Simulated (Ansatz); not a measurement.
**Profile along the C–Ta line in TaC (rock salt)**

TaC (rock salt), conventional cell a = b = c = 4.4758 Å, α = β = γ = 90.00°. The calculation uses the primitive cell of 2 atoms, to which meshes and values per cell refer.

Fields along a shortest C–Ta line of a {110} plane (2.24 Å), from C to Ta, interpolated on the slice's grid (step about 0.2 Å). Calculation: PBE (plane waves to 420 eV, PAW, scalar-relativistic; Ansatz, a program for electronic structure). k mesh 18×18×18. These are valence fields of a PAW run, semicore shells included where kept as valence: close to a nucleus they are smooth pseudo fields. Spin-orbit coupling is left out, though Ta is heavy. TaC is run without spin polarisation. TaC was relaxed with its symmetry unable to fall.

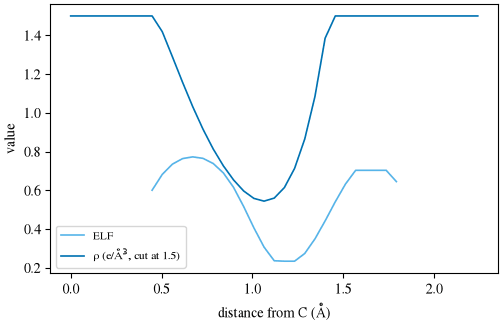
Figure: ELF (away from the nuclei) and valence density from C to Ta.

Density on the C–Ta line (2.24 Å) at its density minimum, 1.1 Å from C: 0.54 e/Å³. ELF at that point: 0.3.
